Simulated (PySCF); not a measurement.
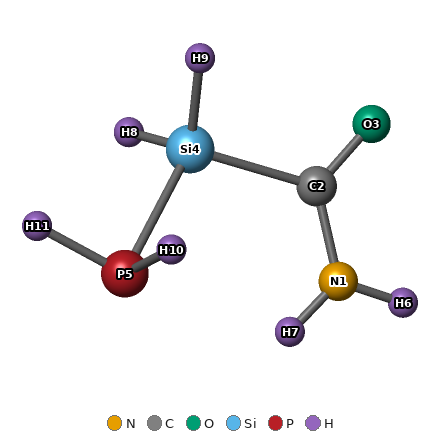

CH₆NOPSi, SMILES NC(=O)[SiH2]P. Vertical core-electron binding energies by ΔSCF (SCAN, pcX-2 on the ionised atom, pcseg-1 elsewhere, spin-free X2C; PySCF, at a PBE0-D3(BJ)/def2-SVP geometry (no frequency check)), gas phase, against the vacuum level. One atom of each kind was ionised; within a panel, areas follow the number of like atoms and 2j + 1 (2p levels are split by first-order spin-orbit coupling, an approximation), Gaussians of 0.4 eV full width. Only the regions named are shown.

> Predict the P 2p photoelectron lines.

| level | atoms | binding energy (eV) |
| --- | --- | --- |
| P 2p1/2 | P5 | 137.5 |
| P 2p3/2 | P5 | 136.6 |

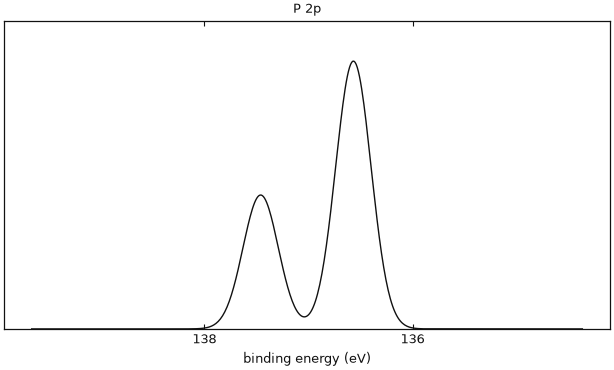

Note: one conformer of a flexible molecule.
